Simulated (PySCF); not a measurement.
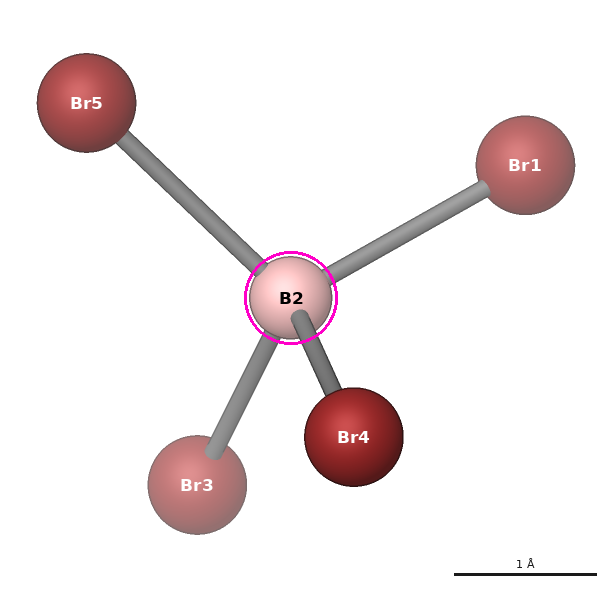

Orthographic view. Distant atoms are faded towards the background colour. State: charge −1, singlet. Computed geometry: PBE0-D3(BJ)/def2-SVP optimisation. No frequency run is at hand to confirm it as a minimum.

**Name the neighbours of the circled atom.**

The circled atom is B2; it is bonded to Br1, Br3, Br4, Br5.

**Which atom is farthest from the viewer?**

Br3, 1.4 Å behind the mean position.

**Which atom is nearest the viewer?**

Br4, 1.7 Å in front of the mean position.
